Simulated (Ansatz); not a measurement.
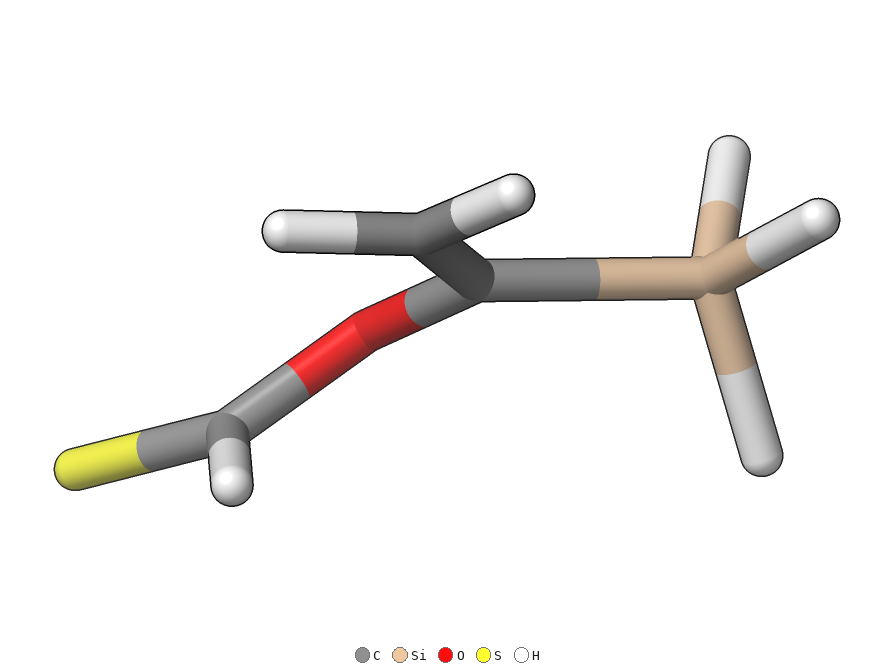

Computed geometry: PBE-D4/def2-SVP optimisation. No frequency run is at hand to confirm it as a minimum. Properties computed with RKS PBE-D4/def2-SVP (Ansatz 0.2.0).

Question: Give the dispersion correction at this level.

Answer: −28.6 kJ/mol.

Question: What is the dipole moment?

Answer: 3.21 D.
